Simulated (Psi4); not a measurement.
# UTPSSh/aug-cc-pVDZ run of GeH2Br (SMILES [GeH2][Br])

What is the vertical electron affinity of GeH2Br at UTPSSh/aug-cc-pVDZ? 

Program for the calculation: Psi4 1.11.

## (1) The system as given

The species is GeH2Br (4 atoms), meant as a doublet with charge 0. SMILES: `[GeH2][Br]`. The shape is that of a PBE0-D4/def2-TZVP optimisation.

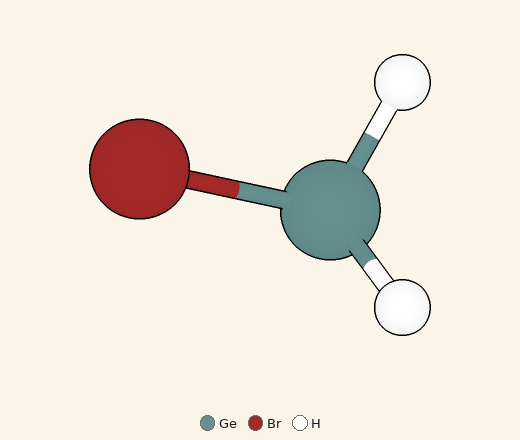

The structure, seen from a chosen angle (germanium teal, bromine red, hydrogen white).

## (2) Energy and forces at UTPSSh/aug-cc-pVDZ

The input, job.in:

```
memory 1.6 GB

molecule system {
  0 2
  Ge
  Br 1 2.308009
  H 1 1.545933 2 107.0994
  H 1 1.545872 3 111.8313 2 -117.04209
  units angstrom
  symmetry c1
}

set basis aug-cc-pVDZ
set reference uks
set puream true
set e_convergence 1e-09
set d_convergence 1e-08
set scf_type pk
set dft_radial_points 99
set dft_spherical_points 590
set maxiter 200

e, wfn = gradient('tpssh', return_wfn=True)
```

On the command line:

```console
$ psi4 -n 1 job.in job.out
```

job.out:

```text
[...]
  Running in c1 symmetry.
[...]
  Nuclear repulsion =  290.730324245314250
[...]
  Multiplicity = 2
[...]
  Nalpha       = 35
  Nbeta        = 34
[...]
    Number of basis functions: 90
[...]
   @UKS iter   1: -4651.32976087772931   -3.95679e+00   1.46887e-02 ADIIS/DIIS
[...]
   @UKS iter  13: -4652.18603868430182   -9.09495e-13   3.99555e-09 DIIS
[...]
   @S^2 Observed:                7.521260979E-01
[...]
    Orbital Energies [Eh]
    ---------------------
    Alpha Occupied:
       1A   -482.582548     2A   -398.548150     3A    -62.299535
       4A    -56.086432     5A    -56.084265     6A    -56.083758
       7A    -49.660882     8A    -44.155213     9A    -44.154190
      10A    -44.153016    11A     -8.635441    12A     -6.455039
      13A     -6.446741    14A     -6.445249    15A     -6.208902
      16A     -4.376946    17A     -4.373777    18A     -4.370369
      19A     -2.574959    20A     -2.572968    21A     -2.571864
      22A     -2.565416    23A     -2.565372    24A     -1.206441
      25A     -1.204986    26A     -1.202041    27A     -1.201456
      28A     -1.199600    29A     -0.757573    30A     -0.542189
      31A     -0.370260    32A     -0.358763    33A     -0.308441
      34A     -0.285896    35A     -0.224237
[...]
  @UKS Final Energy: -4652.18603868430182
   => Energetics <=
    Nuclear Repulsion Energy =            290.7303242453142502
    One-Electron Energy =               -7056.0975552789150242
    Two-Electron Energy =                2267.3203913978077253
    DFT Exchange-Correlation Energy =    -154.1391990485096812
    Empirical Dispersion Energy =           0.0000000000000000
    VV10 Nonlocal Energy =                  0.0000000000000000
    Total Energy =                      -4652.1860386843027300
[...]
 Multipole Moments:
 ------------------------------------------------------------------------------------
     Multipole            Electronic (a.u.)      Nuclear  (a.u.)        Total (a.u.)
 ------------------------------------------------------------------------------------
 L = 1.  Multiply by 2.5417464519 to convert [e a0] to [Debye]
 Dipole X            :         -1.3165753            1.3306744            0.0140991
 Dipole Y            :         -0.7584952            0.7665815            0.0080862
 Dipole Z            :          1.0268805           -1.6628449           -0.6359644
 Magnitude           :                                                    0.6361720
[...]
  -Total Gradient:
     Atom            X                  Y                   Z
    ------   -----------------  -----------------  -----------------
       1        0.002162952527     0.001226966916     0.005934151187
       2       -0.000250562328    -0.000144025008    -0.006343780994
       3       -0.000452355889    -0.001391889208     0.000202943701
       4       -0.001447150355     0.000316369489     0.000208212411
[...]
```

Wall time 1.8 min (1 thread of AMD EPYC 9R45 (Zen 5), shared host); peak memory 0.99 GiB.

## (3) The singlet anion

The input, brgeh2.inp:

```
memory 1600 mb

molecule {
  -1 1
  Ge
  Br 1 R2
  H 1 R3 2 A3
  H 1 R4 3 A4 2 D4

  R2 = 2.308009
  R3 = 1.545933
  A3 = 107.0994
  R4 = 1.545872
  A4 = 111.8313
  D4 = -117.04209
  symmetry c1
}

set {
  basis                aug-cc-pVDZ
  puream               true
  e_convergence        1e-09
  d_convergence        1e-08
  scf_type             pk
  dft_radial_points    99
  dft_spherical_points 590
}

e, wfn = gradient("tpssh", return_wfn=True)
oeprop(wfn, "DIPOLE", "MULLIKEN_CHARGES", "QUADRUPOLE")
```

On the command line:

```console
$ psi4 brgeh2.inp brgeh2.out -n 1
```

brgeh2.out, cut to the lines that bear on the results:

```text
[...]
  Running in c1 symmetry.
[...]
  Nuclear repulsion =  290.730324245314250
[...]
  Multiplicity = 1
[...]
  Nalpha       = 35
  Nbeta        = 35
[...]
    Number of basis functions: 90
[...]
   @RKS iter   1: -4651.18385823448443   -3.81089e+00   1.55889e-02 DIIS/ADIIS
[...]
   @RKS iter  12: -4652.24233431066205   -1.81899e-12   3.34123e-09 DIIS
[...]
  @RKS Final Energy: -4652.24233431066205
   => Energetics <=
    Nuclear Repulsion Energy =            290.7303242453142502
    One-Electron Energy =               -7071.3769765169154198
    Two-Electron Energy =                2282.7402479910861075
    DFT Exchange-Correlation Energy =    -154.3359300301473809
    Empirical Dispersion Energy =           0.0000000000000000
    VV10 Nonlocal Energy =                  0.0000000000000000
    Total Energy =                      -4652.2423343106620450
[...]
  -Total Gradient:
     Atom            X                  Y                   Z
    ------   -----------------  -----------------  -----------------
       1        0.048639766277     0.027999797946     0.044573240629
       2       -0.009170934669    -0.005282330969    -0.039473947607
       3       -0.017364527126    -0.015444894764    -0.002550220337
       4       -0.022088624914    -0.007263539727    -0.002545511129
[...]
 Multipole Moments:
 ------------------------------------------------------------------------------------
     Multipole            Electronic (a.u.)      Nuclear  (a.u.)        Total (a.u.)
 ------------------------------------------------------------------------------------
 L = 1.  Multiply by 2.5417464519 to convert [e a0] to [Debye]
 Dipole X            :         -1.1669963            1.3306744            0.1636780
 Dipole Y            :         -0.6723671            0.7665815            0.0942144
 Dipole Z            :          2.5998014           -1.6628449            0.9369565
 Magnitude           :                                                    0.9558003
 L = 2.  Multiply by 1.3450342976 to convert [e a0^2] to [Debye ang]
 Quadrupole XX       :        -41.8475973            5.7747852          -36.0728121
 Quadrupole XY       :          1.8573915           -3.4173592           -1.5599677
[...]
  Mulliken Charges: (a.u.)
   Center  Symbol    Alpha    Beta     Spin     Total
[...]
```

Wall time 1.7 min (1 thread of AMD EPYC 9R45 (Zen 5), shared host); peak memory 0.99 GiB.

## (4) What came out

Level: UTPSSh/aug-cc-pVDZ.

| quantity | value |
| --- | --- |
| doublet GeH2Br: total energy | -4652.18604 Eh |
| doublet GeH2Br: dipole moment | 1.62 D |
| doublet GeH2Br: HOMO energy (highest over α and β) | -6.10 eV |
| doublet GeH2Br: LUMO energy (lowest over α and β) | -3.88 eV |
| doublet GeH2Br: ⟨S²⟩ | 0.752 |
| doublet GeH2Br: largest force on an atom | 0.331 eV/Å |
| singlet anion: total energy | -4652.24233 Eh |
| singlet anion: HOMO energy | 0.72 eV |
| singlet anion: LUMO energy | 3.15 eV |
| singlet anion: HOMO–LUMO gap (to an unbound level, set by the basis) | 2.43 eV |
| singlet anion: largest force on an atom | 3.685 eV/Å |
| vertical electron affinity (to the singlet anion) | 1.532 eV |

**Reading.** At fixed nuclei the extra electron is bound by 1.53 eV (35 kcal/mol). The largest force (doublet GeH2Br) is 0.33 eV/Å: the shape isn't a stationary point for this species at this level. Mulliken charges (singlet anion) run from -0.57 on Ge1 to +0.03 on H4; in a basis this large or diffuse they mean little. The HOMO (singlet anion) lies at positive energy, 0.72 eV; only total energies tell whether the electron is bound.
